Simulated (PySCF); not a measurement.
**C$_{5}$H$_{10}$N$_{2}$Si$_{2}$: density, localisation and related maps**

```csv
atom,x (Å),y (Å),z (Å)
N,-1.3654,1.8463,-1.1779
Si,-1.1572,0.8888,0.2552
Si,-2.7364,-0.8432,0.1786
C,0.5744,0.1505,0.2081
C,1.2571,-0.2237,1.3718
C,2.5205,-0.8042,1.2633
N,3.1308,-1.0241,0.1015
C,2.4872,-0.6692,-1.0077
C,1.2197,-0.0872,-1.0120
H,-0.7603,2.6483,-1.3265
H,-2.3043,2.0499,-1.5028
H,-1.2861,1.6072,1.5699
H,-2.4948,-1.7014,-1.0225
H,-4.1319,-0.3031,0.1007
H,-2.6249,-1.6881,1.4080
H,0.8184,-0.0623,2.3610
H,3.0677,-1.1028,2.1655
H,3.0077,-0.8576,-1.9544
H,0.7376,0.1866,-1.9545
```

Geometry: PBE0-D3(BJ)/def2-SVP.

Computed with PBE0/pcSseg-1, SCF density, gas phase, non-relativistic in PySCF.

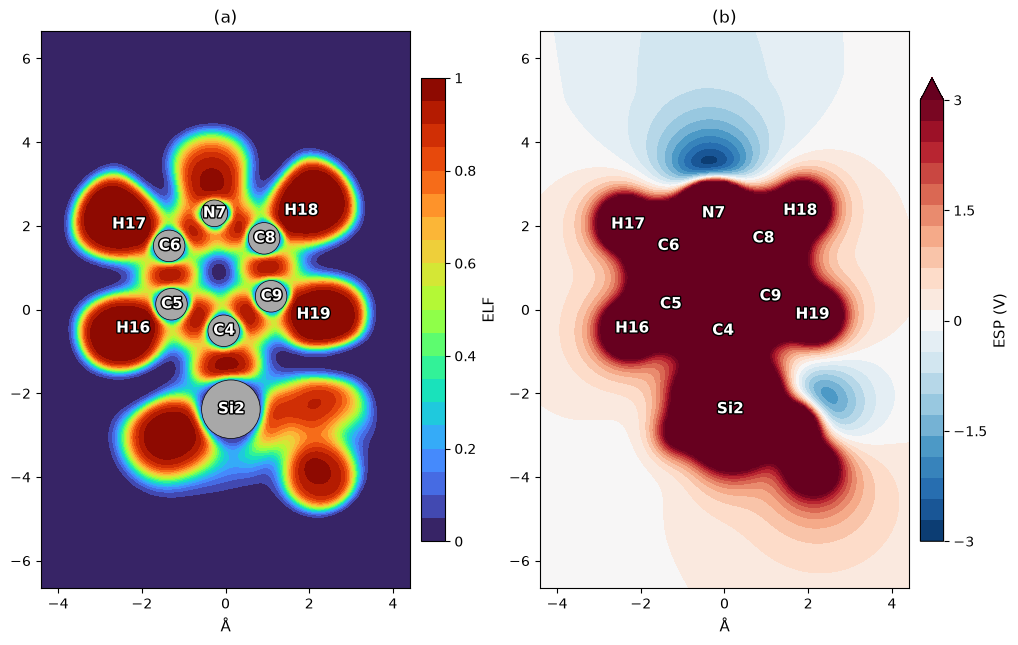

Figure 1. (a) electron localisation function; (b) molecular electrostatic potential on the plane of atoms C4, C5 and C6. Grey discs cover the atomic cores in the ELF map.

> Read the bonding off the picture.

The plane passes through Si, C, N and H nuclei.
C–N (1.33 Å): the ELF peaks at about 0.90 between the atoms; localised, covalent bonding.
C–C (1.39 Å): the ELF peaks at about 0.95 between the atoms (a covalent bond).
C–Si (1.88 Å): the ELF peaks at about 0.95 between the atoms: localised, covalent bonding.
C–H (1.09 Å): the ELF climbs to about 1 towards the hydrogen, as it does in any bond to H: a covalent bond by its length.
The ELF also peaks beside N1 and N7, away from the bonds: lone-pair regions.
Outside the dense part of the molecule the potential is most negative (−2.8 V) near N7.

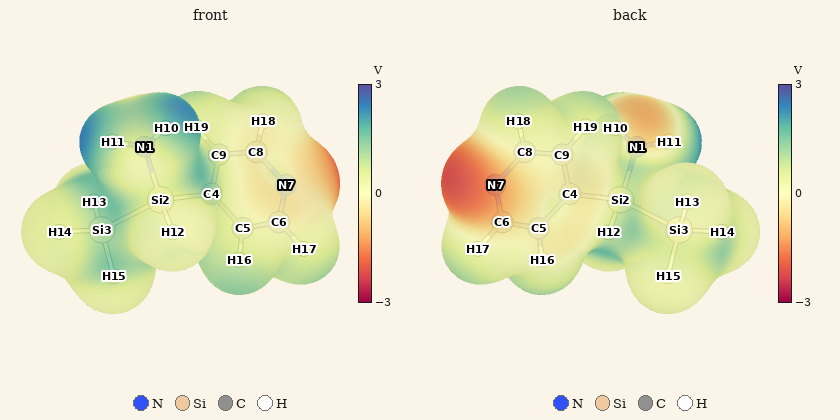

Figure 2. The electrostatic potential painted on the density surface at 0.004 e/bohr³, seen from the front and from behind; the colour scale runs from red (negative) to blue (positive).

> Where is the surface potential most negative and most positive?

The most negative region (about −2.2 V) lies over N7, the most positive (about +2.4 V) over H10 and H11. N7 is the likeliest acceptor of a hydrogen bond.

> What dipole moment does the calculation give?

Its dipole moment is 3.05 D.
